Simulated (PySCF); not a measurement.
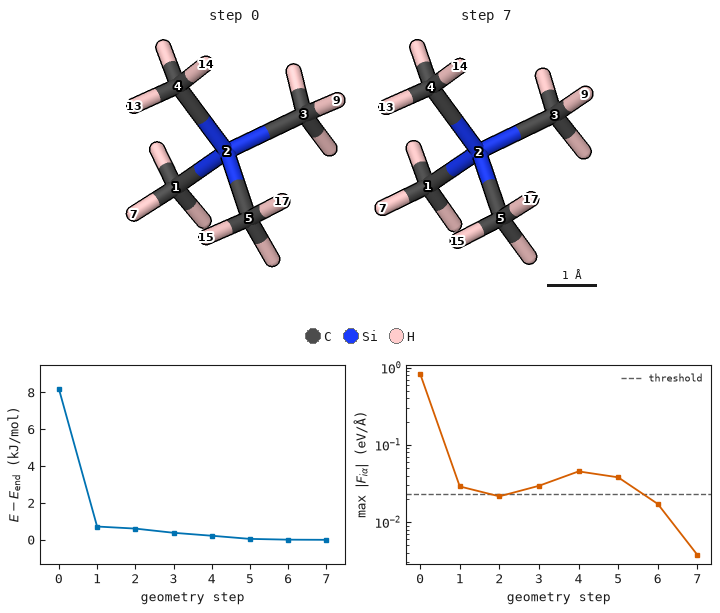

First and last geometry of a relaxation of C4H12Si, with the history of the run. A stick model, seen at a tilt.

The start comes from GFN2-xTB.

These are results of PBE0-D3(BJ)/def2-SVP geometry optimisation, gas phase (PySCF 2.14.0, density-fitted response routines), not measurements. 

Q: Did the run converge, and what did it change?

A: It converged. The largest move after the best rigid fit is that of an H atom, 0.16 Å. By element the largest moves are H 0.16 Å, C 0.04 Å. Si stays in place. Among the contacts that change: C–Si 1.909 → 1.884 Å, C–H 1.086 → 1.102 Å. After 7 geometry steps the energy has fallen by 8.20 kJ/mol. The largest force component goes from 0.83 to 0.0038 eV/Å. The forces were under the threshold at step 2, but the run went on from there.

```tsv
step	E − E(0), kJ/mol	largest force component, eV/Å
0	0.00	0.8342
1	-7.47	0.0290
2	-7.59	0.0215
3	-7.81	0.0295
4	-7.97	0.0454
5	-8.15	0.0380
6	-8.19	0.0172
7	-8.20	0.0038
```
